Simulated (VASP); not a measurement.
Band structure of NiSb (NiAs type). Level of theory: TPSS meta-GGA, VASP's PBE PAW potentials (set 64) (plane waves; VASP 6.6.1).

Unless said otherwise, spin-orbit coupling is left out, though it shifts the bands of the heavy elements here.

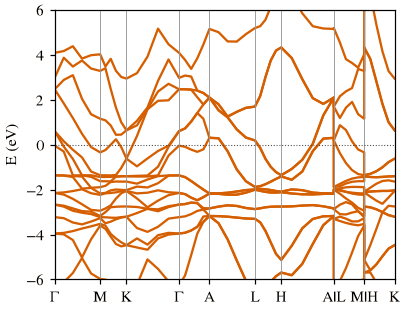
Figure. Bands along high-symmetry lines, zero at the valence-band maximum or, without a gap, the Fermi level

### Question
Read the plot: is there a gap, and where are the band edges?

### Answer
It has no gap at this level: it comes out as a metal or semimetal.

The compound is NiSb in the NiAs type structure. It was relaxed first. The run is not spin-polarised, so no magnetic state was tried.
